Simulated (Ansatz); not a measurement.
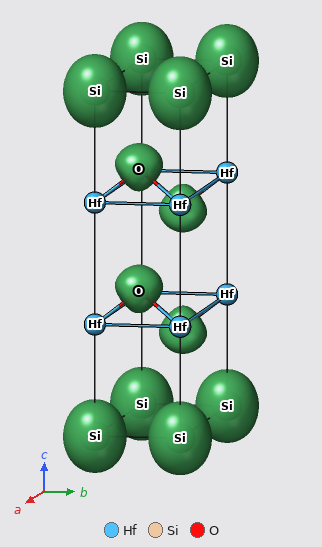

The picture shows: Hf2SiO4. Isosurface of the electron localisation function at 0.7 (green), seen at an oblique angle. Only the valence region is drawn (cores and ρ < 0.01 e/Å³ removed). Sticks mark near contacts.

Space group P-3m1; a generated structure, not necessarily the stable one; changed on purpose from its base cell (volume × 0.88, shape and atoms relaxed).

Computed with DFT PBE, scalar-relativistic, plane waves, PAW in Ansatz 0.2.0.

In a PAW calculation such maps are meaningful between the atoms, not at the nuclei.

**What do the ELF domains correspond to?**

The surface consists of four regions wrapped around O (the valence shell of each), one region wrapped around Si (its valence shell) and one small core shell on Si, counted in one cell of 7 atoms. Regions shared between cells count once. Along the contacts the grid gives the following. Hf–O (2.10 Å): the ELF peaks at about 0.80 in the valence shell of O, 0.6 Å from its nucleus, and drops to about 0.20 between the two atoms: no localised pair shows between them. Hf–Hf (3.20 Å): the ELF is about 0.10 at the midpoint (no localised pair shows between them).
